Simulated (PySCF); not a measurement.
# C₆H₁₂O₂Si (SMILES CC(C)=C(C)[SiH2]OC=O): what the fields show

```tsv
atom	x (Å)	y (Å)	z (Å)
C	-2.1113	-1.2093	-0.1569
C	-1.3528	0.0731	-0.0302
C	-2.1865	1.3114	-0.1982
C	-0.0375	0.1382	0.2215
C	0.6313	1.4850	0.3424
Si	1.0293	-1.4033	0.4039
O	2.5536	-0.9597	0.9488
C	3.4926	-0.4262	0.2178
O	3.4314	-0.1891	-0.9515
H	-2.9090	-1.2394	0.5856
H	-1.4713	-2.0737	-0.0177
H	-2.5771	-1.2706	-1.1403
H	-3.2082	1.0586	-0.4684
H	-2.2077	1.8893	0.7263
H	-1.7681	1.9541	-0.9718
H	1.6503	1.3925	0.7072
H	0.0829	2.1309	1.0274
H	0.6691	1.9812	-0.6280
H	0.6967	-2.2557	1.5442
H	1.1920	-2.1565	-0.8376
H	4.3914	-0.2139	0.8298
```

Geometry: GFN2-xTB.

All numbers below come from PBE0/pcSseg-1, SCF density, gas phase, non-relativistic in PySCF.

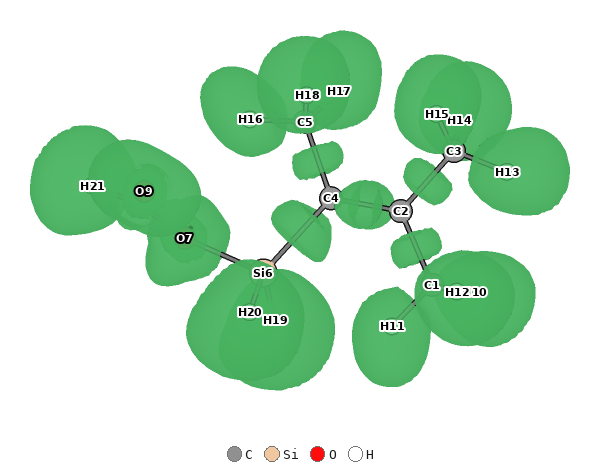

Figure 1. Isosurface of the ELF at 0.75 (green), seen across its widest extent. Core shells and regions of very low density are left out.

Identify the bonds, lone pairs and shells in this picture.

The surface consists of four regions between bonded C–C atoms (shared pairs), one region between bonded C–Si atoms (shared pairs), twelve regions around hydrogen nuclei and two regions on O in which the atom's valence shell and bonds are merged. Along the contacts the grid gives the following. C–O (1.19 Å): the ELF peaks at about 0.85 between the atoms: a short, multiple covalent bond. C–C (1.34 Å): the ELF peaks at about 0.95 between the atoms (a multiple bond).

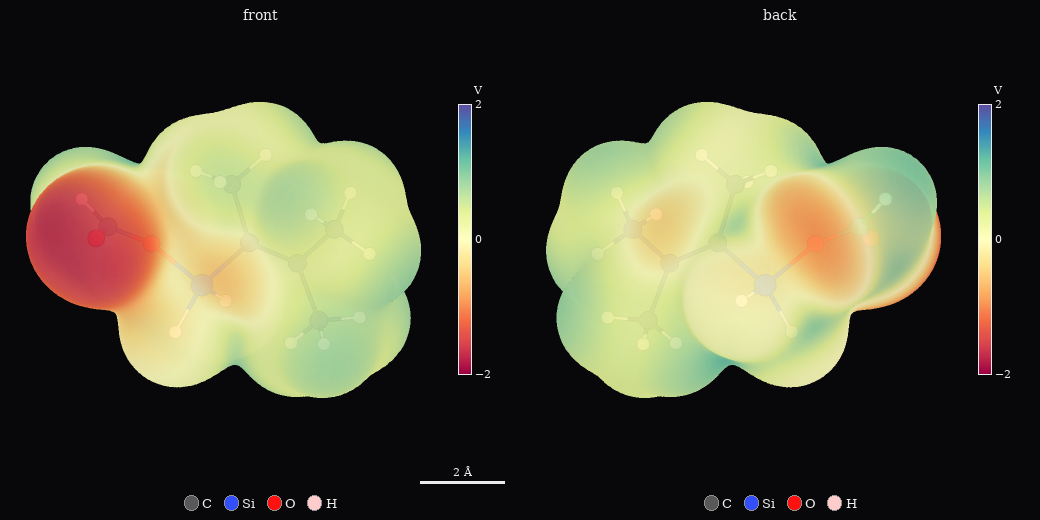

Figure 2. The molecular electrostatic potential painted on the density surface at 0.002 e/bohr³, seen from the front and from behind; red is negative and blue positive.

Which sites attract a positive test charge, and which a negative one?

A positive charge is drawn to the negative regions and a negative charge to the positive ones. The most negative region (about −1.7 V) lies over O9, the most positive (about +1.1 V) over Si6, C8, H11 and H21. O9 is the likeliest acceptor of a hydrogen bond.

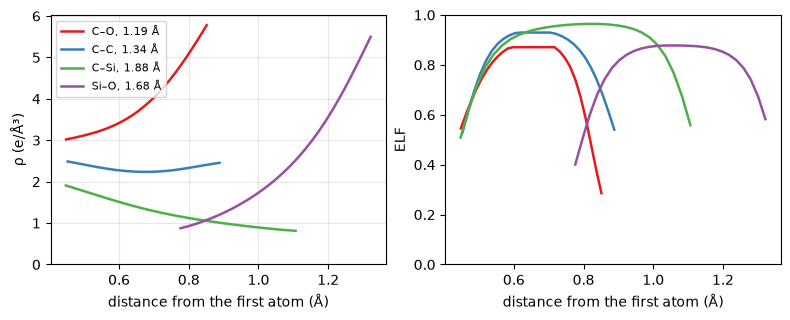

Figure 3. Total electron density and ELF along straight lines between neighbouring atoms. The curves leave out the atomic cores.

What kind of bonding do the profiles show?

C–O (1.19 Å): the density is about 3.4 e/Å³ at the midpoint; the ELF peaks at about 0.85 between the atoms; a multiple bond.
C–C (1.34 Å): ρ at the midpoint is about 2.2 e/Å³; the ELF peaks at about 0.95 between the atoms (a short, multiple covalent bond).
C–Si (1.88 Å): ρ at the midpoint is about 0.95 e/Å³; the ELF peaks at about 0.95 between the atoms, as expected for localised, covalent bonding.
Si–O (1.68 Å): the density is about 1 e/Å³ at the midpoint; the ELF peaks at about 0.90 between the atoms (a shared but strongly polarised pair).
